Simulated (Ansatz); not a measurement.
**CBr2ClF (dibromochlorofluoromethane) at B3LYP/cc-pVDZ**

What is the electronic atomisation energy of CBr2ClF (dibromochlorofluoromethane) at B3LYP/cc-pVDZ? 

The results are computed with Ansatz 0.2.0.

56 further runs of the same task are left out: 4 that didn't finish, 52 set aside as unsound or not needed.

### 1 The system as given

CBr2ClF: 5 atoms, total charge 0, spin state singlet. SMILES: `FC(Cl)(Br)Br`. Geometry: relaxed at PBE0-D4/def2-TZVP.

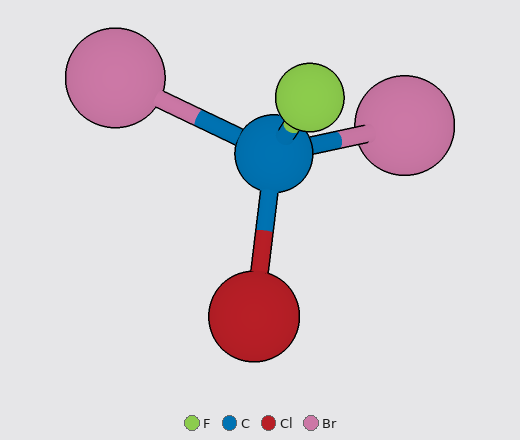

Viewed from a chosen angle; fluorine green, carbon blue, chlorine red, bromine pink.

### 2 The energy at B3LYP/cc-pVDZ

job.yaml reads:

```yaml
crystal:
  periodic: [false, false, false]
  atoms:
    - {symbol: F, position_ang: [1.219400, -0.708600, 0.266600]}
    - {symbol: C, position_ang: [0.074700, -0.067500, 0.041700]}
    - {symbol: Cl, position_ang: [-0.943400, -0.212100, 1.460600]}
    - {symbol: Br, position_ang: [-0.781900, -0.877000, -1.494500]}
    - {symbol: Br, position_ang: [0.481200, 1.791500, -0.315900]}
basis:
  gaussian:
    orbitals: cc-pVDZ
hamiltonian:
  xc: {name: B3LYP}
accuracy: high
output:
  orbitals: {seedname: orbitals}
```

The run is started by

```sh
ansatz run job.yaml --threads 1 --pin off --max-ram 3480MiB --events-out events.jsonl --progress --plain --runs-dir runs
```

The program printed:

```text
Warning: RAYON_NUM_THREADS=1 ignored (pool sized by the plan → 1); use --threads N
Functional definition: B3LYP
  name "B3LYP"
  parameter a0 = 0.2
  parameter ax = 0.72
  parameter ac = 0.81
  exchange = (1 - a0 - ax)*slater_x + ax*b88_x + a0*exact_x
  correlation = (1 - ac)*vwn_rpa_c + ac*lyp_c
2136 factors; integrals over basis functions are off by at most 4.6e-9 eV
mean field evaluation 1: about -156367.9090 eV, gradient 2.3e1 eV
mean field evaluation 2: about -156366.2557 eV, gradient 3.9e1 eV
mean field evaluation 4: about -156368.7510 eV, gradient 1.8e0 eV
mean field evaluation 8: about -156368.8961 eV, gradient 1.4e-1 eV
mean field evaluation 16: about -156368.8962 eV, gradient 1.5e-5 eV
mean field -156368.89616121 eV, -5746.4509432797 hartree, gradient 9.9e-9 eV, S^2 0.000000; 0 other end points of the search recorded, 0 dependent functions left out
reference -156368.89619683 eV, -5746.4509445890 hartree; 51, 51 occupied and 49, 49 virtual orbitals, 2136 factors
Total energy: -156368.89619683 eV, -5746.4509445890 hartree
```

Run time: 17 s. Hardware: 1 thread of Arm Neoverse V1, shared host; peak memory 0.47 GiB.

### 3 The Br atom

molecule.yaml reads:

```yaml
crystal:
  periodic: [false, false, false]
  atoms:
    - {symbol: Br, position_ang: [0.000000, 0.000000, 0.000000]}
basis:
  gaussian:
    orbitals: cc-pVDZ
magnetization:
  spin_polarized: true
  initial_magnetization: 1
hamiltonian:
  xc: {name: B3LYP}
accuracy: high
```

Run the same way, it converges to -2574.11283 Eh (log not shown).

### 4 The C atom at the same level

molecule.yaml reads:

```yaml
crystal:
  periodic: [false, false, false]
  atoms:
    - {symbol: C, position_ang: [0.000000, 0.000000, 0.000000]}
basis:
  gaussian:
    orbitals: cc-pVDZ
magnetization:
  spin_polarized: true
  initial_magnetization: 2
hamiltonian:
  xc: {name: B3LYP}
accuracy: high
```

Run the same way, it converges to -37.85197 Eh (log not shown).

### 5 The Cl atom

input.yaml reads:

```yaml
crystal:
  periodic: [false, false, false]
  atoms:
    - symbol: Cl
      position_ang: [0.000000, 0.000000, 0.000000]
basis:
  gaussian:
    orbitals: cc-pVDZ
magnetization:
  spin_polarized: true
  initial_magnetization: 1
hamiltonian:
  xc: {name: B3LYP}
accuracy: high
```

Run the same way, it converges to -460.15846 Eh (log not shown).

### 6 The F atom, same level

input.yaml reads:

```yaml
crystal:
  periodic: [false, false, false]
  atoms:
    - symbol: F
      position_ang: [0.000000, 0.000000, 0.000000]
basis:
  gaussian: {orbitals: cc-pVDZ}
total_charge: 0
magnetization: {spin_polarized: true, initial_magnetization: 1}
hamiltonian: {xc: {name: B3LYP}}
accuracy: high
```

Run the same way, it converges to -99.72660 Eh (log not shown).

### 7 Outcome

At B3LYP/cc-pVDZ:

| quantity | value |
| --- | --- |
| molecule: total energy | -5746.45094 Eh |
| molecule: HOMO energy | -8.00 eV |
| molecule: LUMO energy | -2.01 eV |
| molecule: HOMO–LUMO gap | 5.99 eV |
| Br atom: total energy | -2574.11283 Eh |
| Br atom: ⟨S²⟩ | 0.751 |
| C atom: total energy | -37.85197 Eh |
| C atom: ⟨S²⟩ | 2.002 |
| Cl atom: total energy | -460.15846 Eh |
| Cl atom: ⟨S²⟩ | 0.752 |
| F atom: total energy | -99.72660 Eh |
| F atom: ⟨S²⟩ | 0.751 |
| electronic atomisation energy | 13.286 eV |

In words: Taking the molecule apart into free atoms costs 13.29 eV (306 kcal/mol), before zero-point energy and without spin-orbit coupling.
